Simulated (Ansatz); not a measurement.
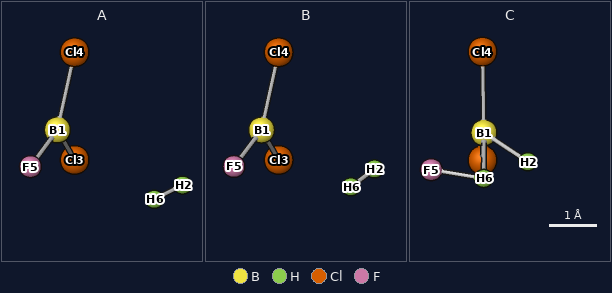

3 geometries from a converged minimum-energy path of BH₂Cl₂F, shuffled. A ball-and-stick model, seen from a free direction.

Method: Ansatz 0.2.0, RKS PBE/def2-SVP. Settings: 5 movable images; climbing image; force threshold 0.03 eV/Å; iteration limit 60; starting path through a guess of the saddle point.

**Which frame is the transition state?**

C. In order along the path, whose images run from 0 to 6: C (image 2, +45.1 kJ/mol), B (image 5, −123.6 kJ/mol), A (image 6, −126.1 kJ/mol). Breaking: B1–H2 (1.21 → 1.33 at the top → 3.22 Å), F5–H6 (0.94 → 1.16 at the top → 2.85 Å). Forming: B1–F5 (2.57 → 1.65 at the top → 1.32 Å), H2–H6 (1.87 → 1.09 at the top → 0.77 Å).

The run took 4.9 min on 1 thread of Intel(R) Xeon(R) Platinum 8488C (Sapphire Rapids) (shared host), peak memory 0.15 GiB.
